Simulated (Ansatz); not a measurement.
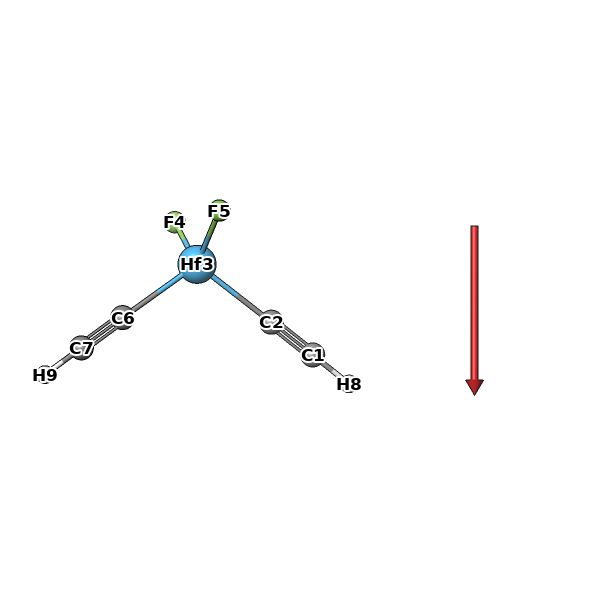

The arrow beside the molecule shows the direction of the dipole moment, from the negative to the positive end (its length means nothing). The species is neutral and a spin singlet. Computed geometry: PBE0-D4/def2-TZVP optimisation. Level of theory: RKS PBE0-D4/def2-TZVP, core potentials on Hf (Ansatz 0.2.0).

How large is the dipole moment?

1.86 D; it points from the side of F4, F5 to the side of H8, H9 (the outermost atoms at the two ends).
